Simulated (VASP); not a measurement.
Band structure of ScAl (relaxed from the NiAs type structure, space group P6_3/mmc). Method: r2SCAN meta-GGA, VASP's PBE PAW potentials (set 64) (plane waves; VASP).

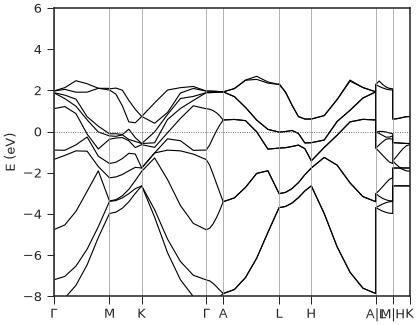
*Bands along high-symmetry lines, zero at the valence-band maximum or, without a gap, the Fermi level*

Q: Read the plot: is there a gap, and where are the band edges?

A: It has no gap at this level: it comes out as a metal or semimetal.

The structure was generated: ScAl was put into the NiAs type type (P6_3/mmc), which need not be its known phase. It was relaxed first, which changed the volume by -30 %.
